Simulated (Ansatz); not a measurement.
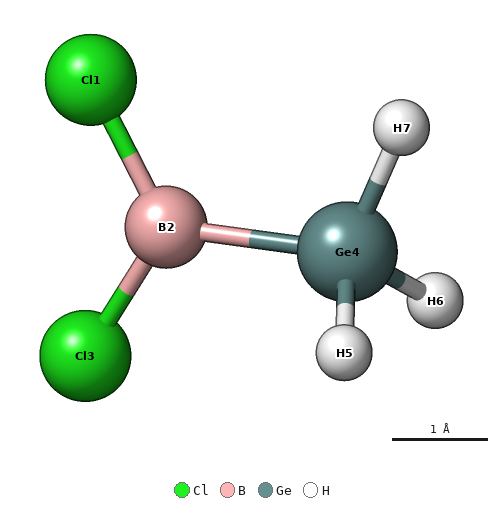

Figure 1. The structure as given in the input (ball-and-stick view, seen at a tilt; atoms are numbered from 1 in the order of the input). Sticks mark near contacts.

Geometry relaxation, with input and output: GeBH₃Cl₂

GeBH₃Cl₂, SMILES Cl[B](Cl)[GeH3], computed with B3LYP/6-31G*, RKS (Ansatz 0.2.0).

The geometry comes from this level: PBE0-D4/def2-TZVP. Figures and captions count atoms from 1; the log counts them from 0 in places.

## Input
```yaml
crystal:
  periodic: [false, false, false]
  atoms:
    - {symbol: Cl, position_ang: [1.749500, -1.428200, 1.208700]}
    - {symbol: B, position_ang: [0.206400, -1.021900, 0.511500]}
    - {symbol: Cl, position_ang: [-1.082400, -2.191800, 0.604700]}
    - {symbol: Ge, position_ang: [-0.123100, 0.798500, -0.412200]}
    - {symbol: H, position_ang: [-0.556200, 0.560600, -1.868300]}
    - {symbol: H, position_ang: [-1.266100, 1.534300, 0.306700]}
    - {symbol: H, position_ang: [1.133300, 1.680500, -0.396700]}
basis:
  gaussian: {orbitals: "6-31G*"}
hamiltonian: {xc: {name: B3LYP}}
relax: {f_tol: 0.002}
output: {orbitals: {seedname: orbitals}}
```

Launch command:
```bash
ansatz run run.yaml --threads 1 --pin off --max-ram 3480MiB --events-out events.jsonl --progress --plain --runs-dir runs
```

## What the program printed
```
The last accepted step is kept in runs//last_step.txt (removed where the run ends without a failure and the disk answers)
Functional definition: B3LYP
  name "B3LYP"
  parameter a0 = 0.2
  parameter ax = 0.72
  parameter ac = 0.81
  exchange = (1 - a0 - ax)*slater_x + ax*b88_x + a0*exact_x
  correlation = (1 - ac)*vwn_rpa_c + ac*lyp_c
1000 factors; integrals over basis functions are off by at most 3.1e-4 eV
mean field evaluation 1: about -82283.5646 eV, gradient 1.6e1 eV
mean field evaluation 2: about -82283.8521 eV, gradient 1.3e1 eV
mean field evaluation 4: about -82284.0109 eV, gradient 5.3e-1 eV
mean field evaluation 8: about -82284.0242 eV, gradient 6.2e-2 eV
mean field -82284.02418223 eV, -3023.8821145823 hartree, gradient 1.2e-5 eV, S^2 0.000000; 0 other end points of the search recorded, 0 dependent functions left out
the calculation of the forces begins
reference -82284.02443342 eV, -3023.8821238131 hartree; 37, 37 occupied and 57, 57 virtual orbitals, 1000 factors
relax step   1: F+E_penalty+E_count = -82284.02418223 eV  Δ(F+E_penalty+E_count) = +0.000e0 eV  max|allowed force component| = 4.296e-1 eV/Å  Δτ_max = 0.0000 Å  (25 SCF iters, accepted)
these checks for a lower state are left out or cut short: starts, cluster_reference, orbital_swaps, neighbouring_geometries, increment
1000 factors; integrals over basis functions are off by at most 3.1e-4 eV
mean field evaluation 16: about -82284.0196 eV, gradient 6.5e-1 eV
mean field -82284.03297796 eV, -3023.8824378191 hartree, gradient 1.0e-5 eV, S^2 0.000000; 0 other end points of the search recorded, 0 dependent functions left out
the calculation of the forces begins
reference -82284.03322955 eV, -3023.8824470652 hartree; 37, 37 occupied and 57, 57 virtual orbitals, 1000 factors
relax step   2: F+E_penalty+E_count = -82284.03297796 eV  Δ(F+E_penalty+E_count) = -8.796e-3 eV  max|allowed force component| = 1.941e-1 eV/Å  Δτ_max = 0.0155 Å  (29 SCF iters, accepted)
these checks for a lower state are left out or cut short: starts, cluster_reference, orbital_swaps, neighbouring_geometries, increment
1000 factors; integrals over basis functions are off by at most 3.1e-4 eV
mean field -82284.03504235 eV, -3023.8825136843 hartree, gradient 2.0e-5 eV, S^2 0.000000; 0 other end points of the search recorded, 0 dependent functions left out
the calculation of the forces begins
reference -82284.03529417 eV, -3023.8825229384 hartree; 37, 37 occupied and 57, 57 virtual orbitals, 1000 factors
relax step   3: F+E_penalty+E_count = -82284.03504235 eV  Δ(F+E_penalty+E_count) = -2.064e-3 eV  max|allowed force component| = 4.742e-2 eV/Å  Δτ_max = 0.0073 Å  (23 SCF iters, accepted)
these checks for a lower state are left out or cut short: starts, cluster_reference, orbital_swaps, neighbouring_geometries, increment
1000 factors; integrals over basis functions are off by at most 3.1e-4 eV
mean field evaluation 32: about -82284.0351 eV, gradient 1.5e-4 eV
mean field -82284.03510975 eV, -3023.8825161611 hartree, gradient 1.7e-5 eV, S^2 0.000000; 0 other end points of the search recorded, 0 dependent functions left out
the calculation of the forces begins
reference -82284.03536159 eV, -3023.8825254162 hartree; 37, 37 occupied and 57, 57 virtual orbitals, 1000 factors
relax step   4: F+E_penalty+E_count = -82284.03510975 eV  Δ(F+E_penalty+E_count) = -6.740e-5 eV  max|allowed force component| = 9.799e-3 eV/Å  Δτ_max = 0.0025 Å  (23 SCF iters, accepted)
these checks for a lower state are left out or cut short: starts, cluster_reference, orbital_swaps, neighbouring_geometries, increment
1000 factors; integrals over basis functions are off by at most 3.1e-4 eV
mean field -82284.03511820 eV, -3023.8825164718 hartree, gradient 4.4e-5 eV, S^2 0.000000; 0 other end points of the search recorded, 0 dependent functions left out
the calculation of the forces begins
reference -82284.03537004 eV, -3023.8825257265 hartree; 37, 37 occupied and 57, 57 virtual orbitals, 1000 factors
relax step   5: F+E_penalty+E_count = -82284.03511820 eV  Δ(F+E_penalty+E_count) = -8.455e-6 eV  max|allowed force component| = 1.152e-3 eV/Å  Δτ_max = 0.0012 Å  (20 SCF iters, accepted)
```

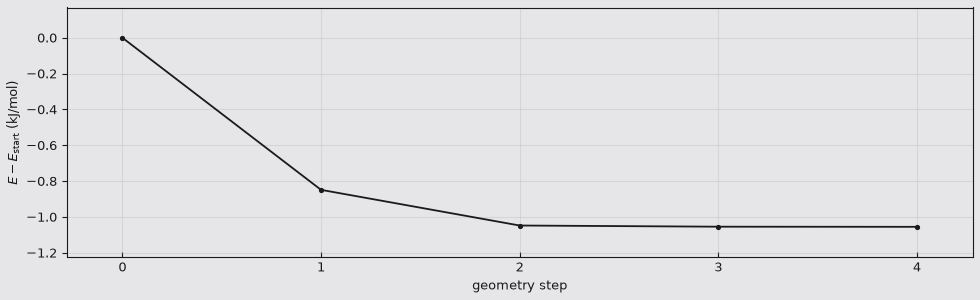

Figure 2. Progress of the relaxation, step by step (the first geometry is step 0 here and step 1 in the log).

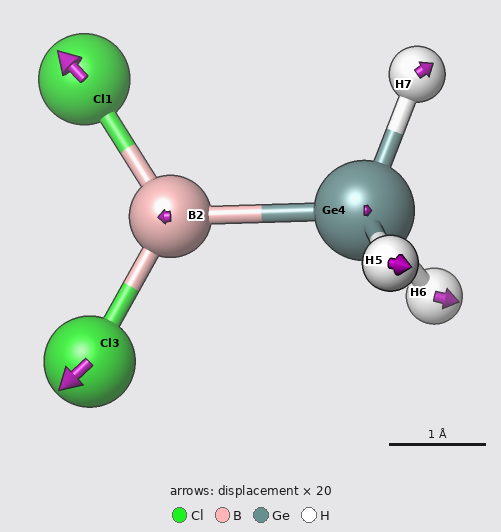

Figure 3. The starting structure with the displacements as pink arrows, magnified 20 times (ball-and-stick view, seen at an oblique angle). The two geometries are laid on each other by the best rigid fit. The largest move after the best rigid fit is that of Cl3, 0.023 Å. Largest moves by element: Cl 0.023 Å, H 0.014 Å, B 0.007 Å, Ge 0.004 Å. Distances before and after: B2–Cl3 1.743 → 1.761 Å, B2–Ge4 2.068 → 2.079 Å, Ge4–H5 1.538 → 1.545 Å, Ge4–H7 1.535 → 1.542 Å. Over 4 geometry steps the energy falls by 1.06 kJ/mol. The largest force component goes from 0.43 to 0.0012 eV/Å. (Atoms are counted from 1 in the order of the input.)

```
1000 factors; integrals over basis functions are off by at most 3.1e-4 eV
mean field -82284.03511820 eV, -3023.8825164718 hartree, gradient 4.4e-5 eV, S^2 0.000000; 1 other end points of the search recorded, 0 dependent functions left out
the calculation of the forces begins
reference -82284.03537004 eV, -3023.8825257265 hartree; 37, 37 occupied and 57, 57 virtual orbitals, 1000 factors
Total energy: -82284.03537004 eV, -3023.8825257265 hartree
Atom 0 at     1.767001    -1.436846     1.218351 Å, force     0.000078     0.000270    -0.000047 eV/Å
Atom 1 at     0.207305    -1.028300     0.514730 Å, force     0.000102    -0.000738     0.000251 eV/Å
Atom 2 at    -1.094068    -2.210925     0.609263 Å, force    -0.000258    -0.000124     0.000025 eV/Å
Atom 3 at    -0.123927     0.802304    -0.414103 Å, force     0.000408     0.001152    -0.000423 eV/Å
Atom 4 at    -0.559956     0.569216    -1.878235 Å, force     0.000131     0.000082     0.000336 eV/Å
Atom 5 at    -1.272274     1.546559     0.304023 Å, force     0.000329    -0.000162    -0.000144 eV/Å
Atom 6 at     1.137320     1.689992    -0.399629 Å, force    -0.000789    -0.000480     0.000002 eV/Å
Dipole moment:    -0.008495     0.087813    -0.042235 e Å
```

## Trajectory as extended XYZ (Å, eV, eV/Å), 5 frames, from step=1 to step=5
```
7
Properties=species:S:1:pos:R:3:forces:R:3 step=1 energy=-82284.02418
Cl    1.7495   -1.4282    1.2087    0.4296  -0.0860   0.1819
B     0.2064   -1.0219    0.5115   -0.0341   0.2348  -0.1166
Cl   -1.0824   -2.1918    0.6047   -0.3671  -0.3025   0.0127
Ge   -0.1231    0.7985   -0.4122    0.0173  -0.0038   0.0076
H    -0.5562    0.5606   -1.8683   -0.0413  -0.0005  -0.1244
H    -1.2661    1.5343    0.3067   -0.0964   0.0758   0.0454
H     1.1333    1.6805   -0.3967    0.0920   0.0823  -0.0066
7
Properties=species:S:1:pos:R:3:forces:R:3 step=2 energy=-82284.03298
Cl    1.7612   -1.4355    1.2158    0.1941  -0.0539   0.0890
B     0.2084   -1.0319    0.5167   -0.0318   0.1899  -0.0958
Cl   -1.0897   -2.2046    0.6079   -0.1604  -0.1514   0.0142
Ge   -0.1226    0.7983   -0.4119   -0.0041   0.0183  -0.0092
H    -0.5599    0.5703   -1.8754   -0.0036  -0.0123  -0.0199
H    -1.2705    1.5452    0.3019   -0.0157   0.0043   0.0171
H     1.1345    1.6902   -0.4006    0.0215   0.0050   0.0047
7
Properties=species:S:1:pos:R:3:forces:R:3 step=3 energy=-82284.03504
Cl    1.7669   -1.4352    1.2177    0.0197  -0.0158   0.0131
B     0.2073   -1.0297    0.5151   -0.0076   0.0474  -0.0221
Cl   -1.0948   -2.2098    0.6086   -0.0119  -0.0222   0.0055
Ge   -0.1237    0.8021   -0.4140   -0.0011  -0.0052   0.0013
H    -0.5598    0.5683   -1.8786    0.0019   0.0042   0.0092
H    -1.2725    1.5461    0.3051    0.0072  -0.0033  -0.0066
H     1.1379    1.6901   -0.3995   -0.0083  -0.0050  -0.0004
7
Properties=species:S:1:pos:R:3:forces:R:3 step=4 energy=-82284.03511
Cl    1.7674   -1.4375    1.2182   -0.0021   0.0023   0.0013
B     0.2073   -1.0281    0.5159    0.0013  -0.0006  -0.0098
Cl   -1.0938   -2.2112    0.6089   -0.0007   0.0005   0.0027
Ge   -0.1240    0.8023   -0.4141    0.0005   0.0001   0.0040
H    -0.5601    0.5696   -1.8783    0.0008  -0.0023   0.0011
H    -1.2724    1.5469    0.3036    0.0002   0.0001   0.0005
H     1.1372    1.6900   -0.3998    0.0001  -0.0001   0.0002
7
Properties=species:S:1:pos:R:3:forces:R:3 step=5 energy=-82284.03512
Cl    1.7670   -1.4368    1.2184    0.0001   0.0003   0.0000
B     0.2073   -1.0283    0.5147    0.0001  -0.0007   0.0003
Cl   -1.0941   -2.2109    0.6093   -0.0003  -0.0001   0.0000
Ge   -0.1239    0.8023   -0.4141    0.0004   0.0012  -0.0004
H    -0.5600    0.5692   -1.8782    0.0001   0.0001   0.0003
H    -1.2723    1.5466    0.3040    0.0003  -0.0002  -0.0001
H     1.1373    1.6900   -0.3996   -0.0008  -0.0005   0.0000
```

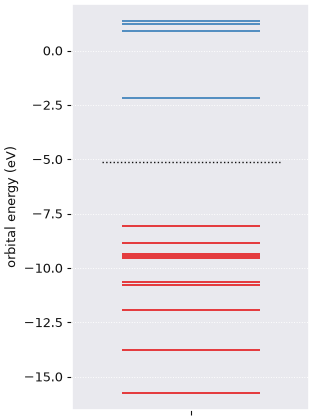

Figure 4. Orbital energies near the frontier; the dotted line parts filled from empty levels, and levels within 0.02 eV of each other stand side by side. Highest filled −8.05 eV, lowest empty −2.20 eV, 5.85 eV apart.

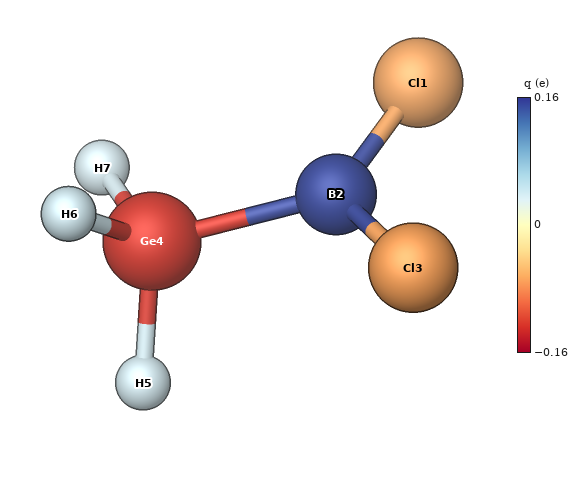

Figure 5. Mulliken charges, as the colour of each atom (ball-and-stick view, seen at an oblique angle; atoms are numbered from 1 in the order of the input; Mulliken charges depend strongly on the basis). By element: Cl −0.07, B +0.15, Ge −0.13 and H +0.04 e.

## Key numbers

- outcome: converged
- total energy: −3023.882526 hartree
- basis functions: 94
- largest force: 0.001 eV/Å
- SCF solution under orbital rotations: stable
- HOMO: −8.05 eV
- LUMO: −2.20 eV
- dipole moment: 0.47 D
- hardware: 1 thread of Arm Neoverse V2, 112 GiB of memory available, shared host
- wall time: 31 s
- peak memory: 0.21 GiB
